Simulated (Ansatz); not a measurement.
## Run report: Cu₁₆N, molecular dynamics (part 3 of 3)

Cu₁₆N (slab, 17 atoms in the cell); DFT PBE, scalar-relativistic, plane waves, PAW, no spin polarisation (Ansatz 0.2.0); cutoff 420 eV, 3×3×1 k-mesh, Fermi–Dirac smearing of 0.1 eV. The input holds or restrains some coordinates. It belongs to a series of runs on one base structure; here: dynamics from the last frame of the run before.

Geometry of the input (Å; fractional positions):
```
5.1053  0.0000  0.0000
2.5527  4.4213  0.0000
0.0000  0.0000  18.2527
Cu 0.0000  0.0000  0.0548
Cu 0.5000  0.0000  0.0548
Cu 0.0000  0.5000  0.0548
Cu 0.5000  0.5000  0.0548
Cu 0.0180  0.2556  0.1757
Cu 0.5350  0.1923  0.1752
Cu 0.0706  0.7314  0.1807
Cu 0.5174  0.7422  0.1693
Cu -0.3103  0.4848  0.2881
Cu 0.2652  0.3830  0.2867
Cu -0.2559  0.9353  0.2803
Cu 0.2224  0.9129  0.2890
Cu 0.0310  0.0422  0.4212
Cu 0.4982  0.0855  0.4137
Cu -0.0306  0.5826  0.4139
Cu 0.4627  0.5429  0.4174
N  0.8170  0.3994  0.4699
```

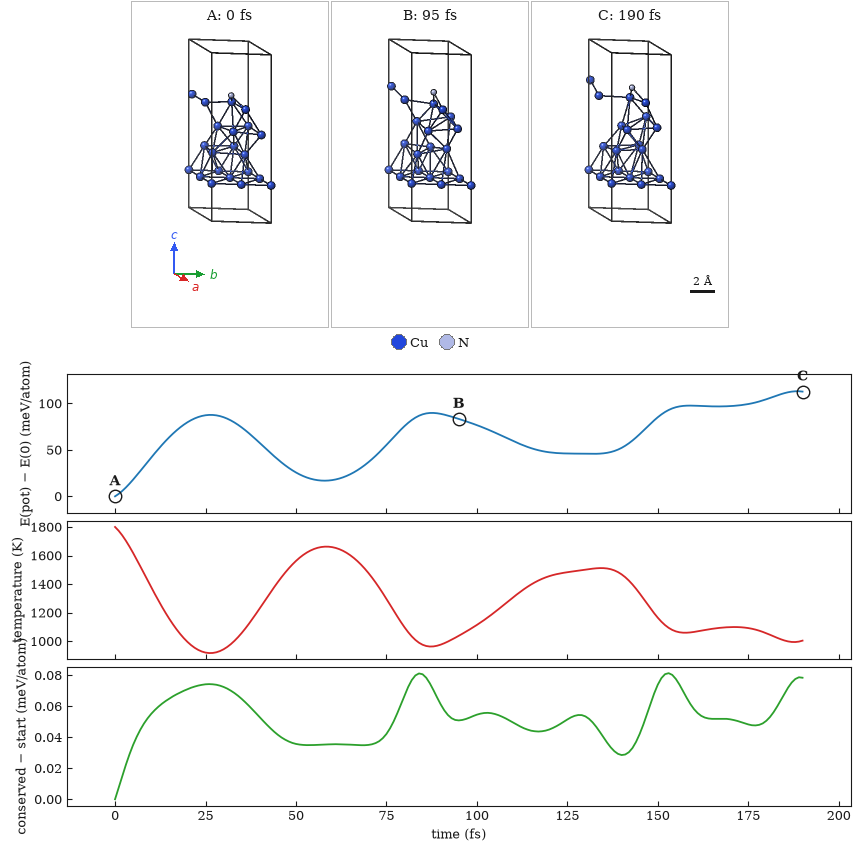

*Frames of the molecular dynamics (ball-and-stick, simulation cell, with the vacuum cut short, seen slightly off an axis) above the curves, on which the letters mark them.*

The trajectory kept here has 191 frames over 190 fs. The temperature starts at 1800 K, ranges from 917 to 1800 K and averages 1231 K over the second half. The potential energy ends 112.8 meV/atom above its first value. The conserved quantity stays within 0.081 meV/atom. With the common drift removed, the root-mean-square displacement is 0.59 Å, and Cu13 has moved furthest (1.28 Å).

```
SCF converged after 9 iterations
Free energy (F): -106377.682355 eV
Harris-Foulkes:  -106377.682355 eV  (|F-HF|=2.58e-9)
Internal energy: -106377.391561 eV  (E = F + TS)
E sigma→0 (E₀):  -106377.536958 eV
Entropy (-TS):   -0.290795 eV (-17.106 meV/atom)
Fermi energy:    5.234231 eV
--- Per-component energies (eV) ---
  E_band       = -9220.920492
  E_kinetic    = 4913.100343
  E_local      = -339077.589677  (includes V_loc(G=0)·N_el)
  E_nonlocal   = 6309.470308
  E_hartree    = 163912.501488
  E_xc         = -1475.949663
  E_vxc        = -1901.952865  (∫ρ·V_xc dr)
  E_paw        = -26754.964637  (= ΣΔE_a)
  E_vpaw       = -7288.976605  (= ΣTr[D̂ρ^β])
  E_aug_tail   = 0.004573  (compensation charges beyond the density's cutoff)
  E_ewald      = 85796.035704
  E_smearing   = -0.290795  (= −TS)
  E_closure    = 0.000000  (closes the sum)
  Σ components = -106377.682355   (vs F -106377.682355, Δ=0.00e0)
--- Forces (eV/Å), atoms counted from 1 ---
  atom   1  Cu    -0.02050493     0.00571636     0.09011757
  atom   2  Cu    -0.00763560     0.01360501     0.59818570
  atom   3  Cu     0.08574945     0.13716140     0.29555951
  atom   4  Cu     0.00524810     0.10609191     0.35703135
  atom   5  Cu     0.46537217     1.52309442     0.00846674
  atom   6  Cu    -0.58231798    -0.79019155    -0.78147250
  atom   7  Cu    -0.98912552    -2.20530573     0.06974185
  atom   8  Cu     1.03733467     1.69930688    -0.56826268
  atom   9  Cu     0.49263539    -0.39173726     0.87547626
  atom  10  Cu    -0.14178716    -1.94530695     0.39782372
  atom  11  Cu    -0.88487586     1.11365311     0.26197058
  atom  12  Cu     0.33272341     0.69130056     0.16522974
  atom  13  Cu     0.90435801    -1.63144390    -0.74168764
  atom  14  Cu    -0.19514085     0.74927566    -0.11367852
  atom  15  Cu    -1.37218590    -1.10166177    -0.15769863
  atom  16  Cu    -1.32660112     0.74348342    -1.50031188
  atom  17  N      2.19674037     1.28295321     0.74351294
  max |Σ_I F_I| component: 1.33e-5 eV/Å
--- MD trajectory: 190 steps, t = 0.0 → 190.0 fs ---
  final state: T = 1004.4 K   F+E_penalty+E_count = -106377.68235542 eV   E_kin = 1.687751 eV
  conserved energy: peak-to-peak 1.383e-3 eV (8.138e-5 eV/atom) over 190.0 fs
```

## Trajectory as extended XYZ (Å, eV, eV/Å), 6 of the 191 frames kept, from step=0 to step=190
```
17
Lattice="5.1053 0.0000 0.0000 2.5527 4.4213 0.0000 0.0000 0.0000 18.2527" Properties=species:S:1:pos:R:3:forces:R:3 step=0 time_fs=0.0 energy=-106379.59963 temperature=1800.0
Cu    0.0000    0.0000    1.0000   -0.0586  -0.0366   0.3017
Cu    2.5527    0.0000    1.0000   -0.0199   0.0691  -0.3349
Cu    1.2763    2.2107    1.0000    0.0386   0.1209   0.2440
Cu    3.8290    2.2107    1.0000   -0.1581  -0.1266   0.0910
Cu    0.7441    1.1300    3.2063   -0.2041  -0.0527   0.0273
Cu    3.2224    0.8502    3.1970    0.8893   1.2385  -1.1440
Cu    2.2274    3.2337    3.2976   -0.6822  -0.3905  -1.0993
Cu    4.5360    3.2816    3.0910    0.6453  -0.5868   0.0794
Cu   -0.3465    2.1433    5.2592    0.8020  -1.3943   0.1848
Cu    2.3315    1.6934    5.2323   -0.8556   0.7991   0.9579
Cu    1.0811    4.1351    5.1162   -0.1937  -0.6006   1.6704
Cu    3.4656    4.0364    5.2741    0.0468   0.8256   0.6460
Cu    0.2659    0.1868    7.6879   -0.5641   0.0979  -0.2922
Cu    2.7615    0.3779    7.5515   -0.6547  -1.0859  -0.5439
Cu    1.3312    2.5759    7.5554    0.3079   0.1175  -0.4923
Cu    3.7484    2.4005    7.6183    1.0022   1.0288  -0.1624
N     5.1906    1.7659    8.5778   -0.3411  -0.0234  -0.1334
17
Lattice="5.1053 0.0000 0.0000 2.5527 4.4213 0.0000 0.0000 0.0000 18.2527" Properties=species:S:1:pos:R:3:forces:R:3 step=38 time_fs=38.0 energy=-106378.50238 temperature=1157.3
Cu    0.0000    0.0000    1.0000   -0.0839  -0.0616   0.3758
Cu    2.5527    0.0000    1.0000   -0.0727  -0.1437   0.0396
Cu    1.2763    2.2107    1.0000   -0.0075   0.0706   0.3155
Cu    3.8290    2.2107    1.0000    0.0170   0.1122   0.3721
Cu    0.7233    0.9914    3.2754   -1.2689   2.1750   0.0462
Cu    3.2987    0.9148    3.1812    1.3915   0.6340  -0.2152
Cu    2.2302    3.0633    3.3376   -1.4984   0.4514  -0.8397
Cu    4.4180    3.6033    3.3716    1.9170  -2.7870  -0.2469
Cu   -0.4841    2.0861    5.2725    1.7211  -0.9221  -0.0821
Cu    2.4127    1.7528    5.3056   -1.8857  -0.6244   0.8365
Cu    1.0581    3.9670    5.3085   -1.1309   0.3878   0.0094
Cu    3.2959    4.0757    5.5962    1.1755   0.7362   0.1425
Cu    0.2934    0.1002    7.9503   -0.7144   0.9583  -0.0762
Cu    2.7266    0.3218    7.6724   -0.2050   0.5862  -0.3299
Cu    1.2451    2.6789    7.4539   -0.1361  -1.4915   0.3294
Cu    3.7680    2.5318    7.6031   -0.1093  -0.2156  -0.8988
N     4.8019    1.6062    8.6529    0.8906   0.1341   0.2219
17
Lattice="5.1053 0.0000 0.0000 2.5527 4.4213 0.0000 0.0000 0.0000 18.2527" Properties=species:S:1:pos:R:3:forces:R:3 step=76 time_fs=76.0 energy=-106378.58826 temperature=1255.9
Cu    0.0000    0.0000    1.0000    0.0094  -0.0362   0.4061
Cu    2.5527    0.0000    1.0000   -0.0832  -0.0561   0.3484
Cu    1.2763    2.2107    1.0000   -0.0482  -0.1205  -0.0713
Cu    3.8290    2.2107    1.0000   -0.0034   0.3706  -0.0310
Cu    0.5643    1.1641    3.3426    2.9349  -1.4082  -0.6539
Cu    3.5818    1.1117    3.1028   -2.9172  -0.6456   0.3804
Cu    1.9554    2.9872    3.2105    0.9477   1.4038   0.3454
Cu    4.6211    3.4670    3.5726   -0.6937   0.4779  -0.7634
Cu   -0.3346    1.8142    5.3013   -1.3026   0.1246   0.8744
Cu    2.1731    1.7266    5.5303    1.0933   0.2238  -1.1204
Cu    0.8523    3.8822    5.5348    0.4263   1.0102  -0.5522
Cu    3.3198    4.2681    5.9377    0.0506  -0.8003  -1.1200
Cu    0.1692    0.1565    8.1934   -0.9647   0.6002   0.3294
Cu    2.6412    0.3452    7.7190    0.0796   0.2997  -0.1284
Cu    1.1276    2.4967    7.4589    1.8123   0.3762   0.5066
Cu    3.8131    2.6011    7.4728   -0.5127  -1.0869   0.6884
N     5.0688    1.9318    8.6608   -0.8284  -0.7332   0.5614
17
Lattice="5.1053 0.0000 0.0000 2.5527 4.4213 0.0000 0.0000 0.0000 18.2527" Properties=species:S:1:pos:R:3:forces:R:3 step=114 time_fs=114.0 energy=-106378.69540 temperature=1381.4
Cu    0.0000    0.0000    1.0000    0.0497   0.0612   0.2414
Cu    2.5527    0.0000    1.0000   -0.0876  -0.0597   0.4295
Cu    1.2763    2.2107    1.0000   -0.0230  -0.1574  -0.1447
Cu    3.8290    2.2107    1.0000    0.0546   0.3670  -0.1166
Cu    0.8212    1.1030    3.3081   -0.1031  -0.8084   0.0361
Cu    3.4431    1.1977    3.1200   -0.3226  -0.4404   0.7464
Cu    1.8579    3.2062    3.1316    1.4056   0.8309   0.4784
Cu    4.7040    3.3635    3.6363   -1.1944   0.1067  -0.3650
Cu   -0.4100    1.5794    5.4352   -0.8223   1.2483  -0.8349
Cu    2.1168    1.7538    5.5367    0.8276   0.8562  -1.2209
Cu    0.7081    3.9696    5.6573    0.7851  -0.5018  -0.3164
Cu    3.3826    4.2768    6.0990   -0.3225  -1.2859  -0.3480
Cu   -0.1245    0.2977    8.4699    0.2328  -1.1070  -0.6542
Cu    2.5681    0.4194    7.7550    0.0761  -1.0304   0.5216
Cu    1.2562    2.3355    7.6230   -1.0758   1.1256   1.1381
Cu    3.7801    2.4757    7.4740   -0.2133   0.1177   1.1164
N     4.8636    2.0089    8.9021    0.7331   0.6774  -0.7070
17
Lattice="5.1053 0.0000 0.0000 2.5527 4.4213 0.0000 0.0000 0.0000 18.2527" Properties=species:S:1:pos:R:3:forces:R:3 step=152 time_fs=152.0 energy=-106378.05587 temperature=1113.2
Cu    0.0000    0.0000    1.0000    0.0724   0.2283  -0.2270
Cu    2.5527    0.0000    1.0000    0.0160  -0.0153   0.5185
Cu    1.2763    2.2107    1.0000    0.0409   0.0369   0.2785
Cu    3.8290    2.2107    1.0000    0.0419   0.1253   0.2709
Cu    1.0909    0.8811    3.2548   -2.7084   1.4659   0.0234
Cu    3.2029    1.1984    3.2679    2.4010   0.1762  -0.3912
Cu    2.0264    3.5932    3.1638   -0.5174  -1.2235   0.7296
Cu    4.5771    3.2692    3.6159    0.5836  -0.9456  -0.0474
Cu   -0.6321    1.5773    5.4496    1.6487   0.4737  -0.2488
Cu    2.2169    1.9451    5.3102   -1.3657   0.1268   0.6084
Cu    0.7121    3.9766    5.7083    0.1202  -0.6882  -0.3421
Cu    3.3706    4.0512    6.1537   -0.4365   0.6816  -0.7815
Cu   -0.3883    0.3026    8.6514    1.1575   0.4883  -0.3429
Cu    2.4836    0.2977    7.8797   -0.7705  -0.8358   0.1174
Cu    1.2941    2.4065    7.9555    1.3798   0.7395  -1.8192
Cu    3.6617    2.3546    7.6649    0.8073   0.1579   1.0215
N     5.0774    2.2229    8.9888   -2.4706  -0.9920   0.6318
17
Lattice="5.1053 0.0000 0.0000 2.5527 4.4213 0.0000 0.0000 0.0000 18.2527" Properties=species:S:1:pos:R:3:forces:R:3 step=190 time_fs=190.0 energy=-106377.68235 temperature=1004.4
Cu    0.0000    0.0000    1.0000   -0.0205   0.0057   0.0901
Cu    2.5527    0.0000    1.0000   -0.0076   0.0136   0.5982
Cu    1.2763    2.2107    1.0000    0.0857   0.1372   0.2956
Cu    3.8290    2.2107    1.0000    0.0052   0.1061   0.3570
Cu    0.9684    0.9494    3.2113    0.4654   1.5231   0.0085
Cu    3.3191    1.1904    3.3526   -0.5823  -0.7902  -0.7815
Cu    2.0941    3.7238    3.3435   -0.9891  -2.2053   0.0697
Cu    4.5416    3.0563    3.5607    1.0373   1.6993  -0.5683
Cu   -0.5801    1.6731    5.4188    0.4926  -0.3917   0.8755
Cu    2.0879    2.1482    5.1667   -0.1418  -1.9453   0.3978
Cu    0.7406    3.8684    5.6969   -0.8849   1.1137   0.2620
Cu    3.2797    3.9264    6.0732    0.3327   0.6913   0.1652
Cu   -0.4331    0.3125    8.7509    0.9044  -1.6314  -0.7417
Cu    2.2613    0.0002    8.0412   -0.1951   0.7493  -0.1137
Cu    1.3052    2.5937    8.1408   -1.3722  -1.1017  -0.1577
Cu    3.5960    2.3037    7.9787   -1.3266   0.7435  -1.5003
N     4.8181    1.9949    9.1569    2.1967   1.2830   0.7435
```
